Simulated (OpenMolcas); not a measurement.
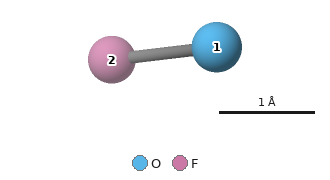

Figure 1. The input geometry (ball-and-stick view, seen at a tilt; atoms are numbered from 1 in the order of the input). Bond lengths as drawn: F–O 1.30 Å.

## OF: excited-state calculation (part 1 of 3)

- system: OF (Oxygen monofluoride), multiplicity 2
- method: CASPT2/ANO-R2, sfX2C (OpenMolcas 26.06)

The geometry comes from this level: GFN2-xTB.

## Input
```
&GATEWAY
Coord=struct.xyz
Basis=ANO-R2
Group=NoSym
&SEWARD
&RASSCF
FileOrb=$CurrDir/step2.RasOrb
Spin=2
Nactel=7 0 0
Inactive=5
Ras2=5
CIRoot=3 3 1
OrbListing=Nothing
OrbAppear=Compact
&CASPT2
Multistate=all
Imaginary=0.2
&RASSI
NrOfJobIphs=1 all
IphNames
JOBMIX
EJob
```

## File struct.xyz
```
2

O      0.000000     0.000000     0.000000
F      0.000000     0.000000     1.298450
```

Launch command:
```bash
export MOLCAS_MEM=1860
pymolcas step3.inp > step3.log
```

## Log
```
--- Start Module: gateway ---

                                              &GATEWAY

                       available to each process: 1.9 GB of memory, 1 thread

++    Symmetry information:
      ---------------------

                    Character Table for C1

                             E
                    a        1  x, y, xy, Rz, z, xz, Ry, yz, Rx, I
--

++    Basis set information:
      ----------------------

      Basis set label: O.ANO-R...4S4P2D1F.

      Electronic valence basis set:
      ------------------
      Associated Effective Charge   8.000000 au
      Associated Actual Charge      8.000000 au
      Nuclear Model: Finite nucleus - Gaussian distribution
        Gaussian exponent, Xi/bohr**(-2):  5.86314E+08

      Shell  nPrim  nBasis  Cartesian Spherical Contaminant
         s      13       4        X
         p       8       4        X
         d       4       2                 X
         f       3       1                 X

      Basis set label: F.ANO-R...4S4P2D1F.

      Electronic valence basis set:
      ------------------
      Associated Effective Charge   9.000000 au
      Associated Actual Charge      9.000000 au
      Nuclear Model: Finite nucleus - Gaussian distribution
        Gaussian exponent, Xi/bohr**(-2):  5.35469E+08

      Shell  nPrim  nBasis  Cartesian Spherical Contaminant
         s      13       4        X
         p       8       4        X
         d       4       2                 X
         f       3       1                 X
--

++    Molecular structure info:
      -------------------------

                    ************************************************
                    **** Cartesian Coordinates / bohr, angstrom ****
                    ************************************************

     Center  Label                x              y              z                     x              y              z
        1      O1               0.000000       0.000000       0.000000              0.000000       0.000000       0.000000
        2      F2               0.000000       0.000000       2.453715              0.000000       0.000000       1.298450
--

            Nuclear Potential Energy             29.34326247 au

--- Stop Module: gateway /rc=_RC_ALL_IS_WELL_ ---

--- Start Module: seward ---

                                              &SEWARD

                       available to each process: 1.9 GB of memory, 1 thread

               SEWARD will generate:
                  Multipole Moment integrals up to order  2
                  Kinetic Energy integrals
                  Nuclear Attraction integrals (finite nuclei - Gaussian type)
                  One-Electron Hamiltonian integrals
                  Velocity integrals
                  Relativistic X2C integrals
                  Orbital angular momentum around (  0.0000   0.0000   1.3322 )
                  Velocity quadrupole around (  0.0000   0.0000   1.3322 )
                  Atomic mean-field integrals
                  Two-Electron Repulsion integrals

                   Integrals are discarded if absolute value <: 1.00E-14
                   Integral cutoff threshold is set to       <: 1.00E-16

            Nuclear Potential Energy             29.34326247 au

      Basis set specifications :
      Symmetry species         a
      Basis functions           66

--- Stop Module: seward /rc=_RC_ALL_IS_WELL_ ---
--- Module seward spent 1 second ---

--- Start Module: rasscf ---

                                              &RASSCF

                       available to each process: 1.9 GB of memory, 1 thread

      Header of the ONEINT file:
      --------------------------

      OrdInt status: non-squared

      Cartesian coordinates in angstrom:
      -----------------------------------------------------
      No.  Label        X            Y            Z
      -----------------------------------------------------
       1   O1         0.00000000   0.00000000   0.00000000
       2   F2         0.00000000   0.00000000   1.29845000
      -----------------------------------------------------
      Nuclear repulsion energy =   29.34326247

++    Wave function specifications:
      -----------------------------

      Number of closed shell electrons          10
      Number of electrons in active shells       7
      Max number of holes in RAS1 space          0
      Max nr of electrons in RAS3 space          0
      Number of inactive orbitals                5
      Number of active orbitals                  5
      Number of secondary orbitals              56
      Spin quantum number                      0.5
      State symmetry                             1
--

++    Orbital specifications:
      -----------------------

      Symmetry species                           1
                                                 a
      Frozen orbitals                            0
      Inactive orbitals                          5
      Active orbitals                            5
      RAS1 orbitals                              0
      RAS2 orbitals                              5
      RAS3 orbitals                              0
      Secondary orbitals                        56
      Deleted orbitals                           0
      Number of basis functions                 66
--

++    CI expansion specifications:
      ----------------------------

      Number of CSFs                            40
      Number of determinants                    50
      Number of root(s) required                 3
      Root chosen for geometry opt.              3
      CI roots used                              1     2     3
      weights                                0.333 0.333 0.333
      highest root included in the CI            3
      max. size of the explicit Hamiltonian     40
--

++    Optimization specifications:
      ----------------------------

      RASSCF algorithm: Conventional
      Maximum number of macro iterations       200
      Maximum number of SX iterations          100
      Threshold for RASSCF energy            1.000E-08
      Threshold for max MO rotation          1.000E-01
      Threshold for max BLB element          1.000E-04
      Level shift parameter                  5.000E-01
      Make Quasi-Newton update
--

      The MO-coefficients are taken from the file:
      step2.RasOrb
      Title: RASSCF average (pseudo-natural) orbitals

      Total molecular charge    0.00

      ************************************************************************************************************************
      *                                            Wave function control section                                             *
      ************************************************************************************************************************

                                         RASSCF iterations: Energy and convergence statistics
                                         ----------------------------------------------------

          iter iter root      energy       change     param      element    value   shift minimum  type update hh:mm:ss
 Nr of preliminary CI iterations:   1
        1   1    3    0  -174.29081639    0.00E+00   7.29E-06    5  17 1  4.75E-06   0.21   0.00    SX    NO    0:00:00
        2   1    3    0  -174.29081639   -1.03E-10  -3.75E-06    3  10 1  1.92E-06   0.21   0.00    SX    NO    0:00:00
        3   1    3    0  -174.29081639   -2.02E-11  -2.34E-06    5  17 1  1.17E-06   0.21   0.00    SX    NO    0:00:00
        4   1    2    0  -174.29081639   -6.82E-12  -1.55E-06    3  10 1  5.93E-07   0.21   0.00    SX    NO    0:00:00
      Convergence after  4 iterations
        5   1    2    0  -174.29081639   -1.82E-12  -1.55E-06    3  10 1  3.53E-07   0.21   0.00    SX    NO    0:00:00

      ************************************************************************************************************************
                                                      Wave function printout:
                       occupation of active orbitals, and spin coupling of open shells (u,d: Spin up or down)
      ************************************************************************************************************************

      Note: transformation to natural orbitals
      has been made, which may change the order of the CSFs.

      printout of CI-coefficients larger than  0.05 for root  1
      energy=    -174.390604
      conf/sym  11111     Coeff  Weight
             7  2u220  -0.97291 0.94654
            11  u2220  -0.11761 0.01383
            19  u2d2u   0.07681 0.00590
            29  u2u2d   0.08916 0.00795
            33  2u022   0.14006 0.01962
            34  u2022   0.05427 0.00295

      printout of CI-coefficients larger than  0.05 for root  2
      energy=    -174.374446
      conf/sym  11111     Coeff  Weight
             1  222u0  -0.98446 0.96916
             4  22udu   0.05232 0.00274
            16  220u2  -0.16242 0.02638

      printout of CI-coefficients larger than  0.05 for root  3
      energy=    -174.107400
      conf/sym  11111     Coeff  Weight
             2  2220u   0.20377 0.04152
             3  22u20   0.07970 0.00635
            21  2022u  -0.92331 0.85250
            23  ud22u   0.13511 0.01825
            25  0222u   0.20231 0.04093
            31  uu22d  -0.05782 0.00334
            36  udu22   0.16996 0.02889
            37  02u22   0.06770 0.00458

      Natural orbitals and occupation numbers for root  1
      sym 1:   1.983964   1.015218   1.939681   1.997101   0.064037

      Natural orbitals and occupation numbers for root  2
      sym 1:   1.999695   1.996903   1.945145   1.000000   0.058257

      Natural orbitals and occupation numbers for root  3
      sym 1:   1.866320   0.234285   1.956706   1.913916   1.028772

      ************************************************************************************************************************
      *                                                    Final results                                                     *
      ************************************************************************************************************************

++    Final optimization conditions:
      ------------------------------

      Average CI energy                            -174.29081639
      RASSCF energy for state  3                   -174.10739968
      Super-CI energy                                -0.00000000
      RASSCF energy change                           -0.00000000
      Max change in MO coefficients               1.445E-06
      Max non-diagonal density matrix element    -1.552E-06
      Maximum BLB matrix element                  3.532E-07
      (orbital pair   3,  10 in symmetry   1)
      Norm of electronic gradient            1.899E-01
--

      Final state energy(ies):
      ------------------------

::    RASSCF root number  1 Total energy:   -174.39060391
::    RASSCF root number  2 Total energy:   -174.37444558
::    RASSCF root number  3 Total energy:   -174.10739968
      Von Neumann Entropy (Root   1) =  0.71198

      Mulliken population analysis for root number:  1
      -----------------------------------------------

++    Molecular charges:
      ------------------

      Mulliken charges per centre
      ---------------------------

                O1      F2
      Total    7.9660  9.0340

      N-E      0.0340 -0.0340

      Total electronic charge=   17.000000

      Total            charge=   -0.000000
--

      Expectation values of various properties for root number:  1
      -----------------------------------------------------------

++    Molecular properties:
      ---------------------

      Charge (e):
                      =   -0.0000
      Dipole Moment (debye):
      Origin of the operator (angstrom)=    0.0000    0.0000    0.7049
                   X= -3.6911E-13               Y=  4.1066E-13               Z=  1.6069E-01           Total=  1.6069E-01
      Quadrupole Moment (debye*angstrom):
      Origin of the operator (angstrom)=    0.0000    0.0000    0.7049
                  XX= -9.7664E+00              XY= -4.7849E-01              XZ= -1.1456E-13              YY= -9.7580E+00
                  YZ=  1.3826E-13              ZZ= -9.7855E+00
      In traceless form (debye*angstrom)
                  XX=  5.3259E-03              XY= -7.1774E-01              XZ= -1.7184E-13              YY=  1.7961E-02
                  YZ=  2.0738E-13              ZZ= -2.3287E-02
--

      Mulliken spin population analysis for root number:  1
      ---------------------------------------------------

++    Molecular charges:
      ------------------

      Mulliken spin population per centre
      ---------------------------

                O1      F2
      Total    0.9030  0.0970

      Total electronic spin=    1.000000
--

      LoProp population analysis for root number:  1
      -----------------------------------------------

++    LoProp analysis:
      ----------------

++    Static properties:
      ------------------

      LoProp Charges per center

                   O1       F2
      Nuclear      8.0000   9.0000
      Electronic  -7.9776  -9.0224

      Total        0.0224  -0.0224
--

      Natural Bond Order analysis for root number:  1
```
